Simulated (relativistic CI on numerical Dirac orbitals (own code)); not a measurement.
```
atom Tc  Z=43  charge=4  electrons=39
nucleus A=97  rms_radius_fm=4.4112
hamiltonian dirac-coulomb  breit=on  qed=on  c_scale=1
orbitals kli  potential=per-configuration
slater_scale 0.8
correlation none
mixing on
configurations
  [Kr] 4d3
  [Ne] 3s2 3p5 3d10 4s2 4p6 4d4
end
absorption M2,3 T=80 lorentz=3.0 gauss=0.4
crystal_field Td 10Dq=-9550
```

Multiplet model: relativistic Dirac–Coulomb–Breit theory, one configuration a step, Slater integrals scaled by 0.8, 80 K, Voigt broadening (Lorentzian 3 eV, Gaussian 0.4 eV full widths), computed with a radial Dirac CI code.

The M₂,₃ X-ray absorption spectrum that results, with the strongest transitions as sticks:

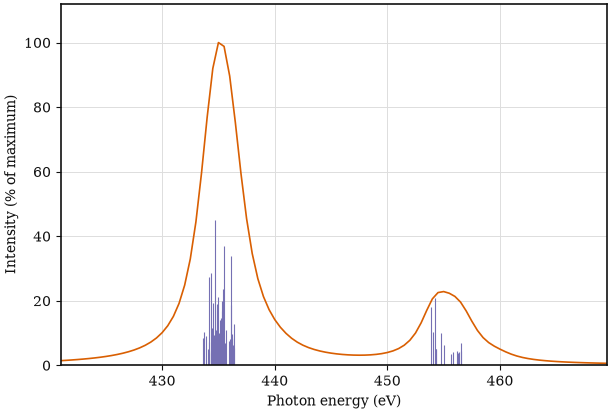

The main maxima lie at 435.2 eV (100) and 454.9 eV (23), heights in % of the largest; the centroid is at 439.5 eV. The lower edge holds 0.79 of the intensity (branching ratio, edges parted at 449 eV), and the core spin-orbit splitting of the orbitals is 20.2 eV. The ground state has S = 1.46.

Note: free-ion energies, so absolute edge positions are off by a few eV from solids.
